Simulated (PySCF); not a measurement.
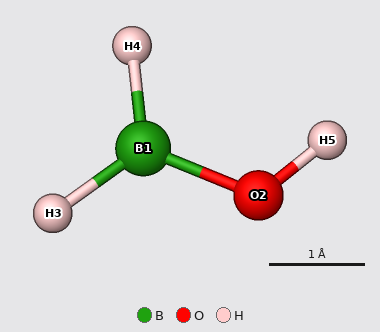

**Figure 1.** The input geometry (ball-and-stick view, seen at a tilt; atoms are numbered from 1 in the order of the input). Bond lengths as drawn: B–H 1.21 Å, B–O 1.34 Å and H–O 0.96 Å.

# Run report: BH₃O, spin–spin coupling calculation

BH₃O (Borinic Acid), SMILES BO, computed with B3LYP/pcJ-2 indirect spin-spin coupling, non-relativistic, gas phase (PySCF 2.14.0).

The geometry comes from this level: PBE0-D3(BJ)/def2-SVP. Figures and captions count atoms from 1; the log counts them from 0 in places.

Output:
```
coarse grid: 4032 points
cycle   1  E = -101.8876324352  dE =  5.089e-02  |g| = 6.749e-01  |ddm| = 1.275e+00
cycle   2  E = -101.6945710471  dE =  1.931e-01  |g| = 1.224e+00  |ddm| = 9.928e-01
cycle   3  E = -101.9654453880  dE = -2.709e-01  |g| = 7.927e-02  |ddm| = 7.201e-01
cycle   4  E = -101.9668731626  dE = -1.428e-03  |g| = 2.198e-02  |ddm| = 5.343e-02
cycle   5  E = -101.9669942692  dE = -1.211e-04  |g| = 3.364e-03  |ddm| = 1.499e-02
cycle   6  E = -101.9669968614  dE = -2.592e-06  |g| = 4.456e-04  |ddm| = 2.280e-03
final grid: 38536 points
cycle   7  E = -101.9657273030  dE = -8.020e-05  |g| = 2.259e-03  |ddm| = 2.352e-02
cycle   8  E = -101.9657271943  dE =  1.086e-07  |g| = 2.052e-03  |ddm| = 1.734e-03
cycle   9  E = -101.9657277932  dE = -5.989e-07  |g| = 9.125e-04  |ddm| = 1.304e-03
cycle  10  E = -101.9657279240  dE = -1.308e-07  |g| = 1.681e-04  |ddm| = 3.999e-04
cycle  11  E = -101.9657279313  dE = -7.263e-09  |g| = 1.615e-05  |ddm| = 9.782e-05
cycle  12  E = -101.9657279313  dE = -4.593e-11  |g| = 1.909e-06  |ddm| = 9.164e-06
```

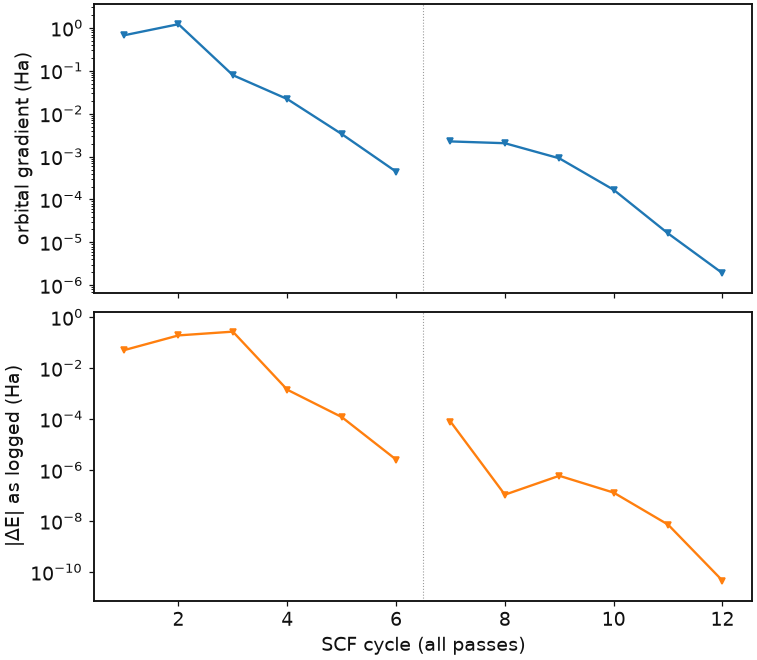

**Figure 2.** Convergence of the self-consistent field: orbital gradient and size of the energy change against the SCF cycle. The dotted line marks the change from a coarse to the final integration grid. The first 6 cycles use a coarse grid, the final grid takes over at cycle 7, and the field converges after 12 cycles in all.

```
converged SCF energy = -101.9657279313

Indirect spin-spin couplings (Hz)
  i      j    bonds     total        FC       PSO       DSO        SD
  0 B    1 O    1     -1.552    -9.491     8.161    -0.023    -0.200
  0 B    2 H    1    158.590   158.562    -1.063     0.536     0.555
  0 B    3 H    1    145.756   145.805    -1.086     0.540     0.497
  0 B    4 H    2     -6.201    -4.366    -0.348    -1.387    -0.100
  1 O    2 H    2    -21.196   -22.314     0.949     0.201    -0.031
  1 O    3 H    2      2.236     1.290     0.819     0.271    -0.145
  1 O    4 H    1    -78.443   -66.752   -11.193    -0.164    -0.334
  2 H    3 H    2     23.932    23.729     2.121    -2.144     0.226
  2 H    4 H    3     17.415    17.646     3.865    -4.137     0.041
  3 H    4 H    3      7.501     7.747     0.310    -0.636     0.080
```

The run was set up as follows.

Input file:
```
{"job": {"kind": "j", "xc": "B3LYP", "basis": "pcJ-2"}, "charge": 0, "multiplicity": 1}
B     -0.398140    -0.035936    -0.017482
O      0.849787    -0.536609    -0.024357
H     -1.303570    -0.836307    -0.016498
H     -0.589890     1.163126    -0.012689
H      1.533902     0.140956    -0.025454
```

The first line tells a small driver script what to run in PySCF; the rest is the geometry in Å.

Launch command:
```bash
OMP_NUM_THREADS=1 python <driver script> task.json out
```

Key numbers:

```json
{"quantity": "outcome", "value": "converged"}
{"quantity": "total energy", "value": "−101.965728 hartree"}
{"quantity": "HOMO", "value": "−8.67 eV"}
{"quantity": "LUMO", "value": "−0.75 eV"}
{"quantity": "dipole moment", "value": "1.61 D"}
{"quantity": "hardware", "value": "1 CPU thread, shared host"}
{"quantity": "wall time", "value": "4.3 s"}
{"quantity": "peak memory", "value": "0.53 GiB"}
```
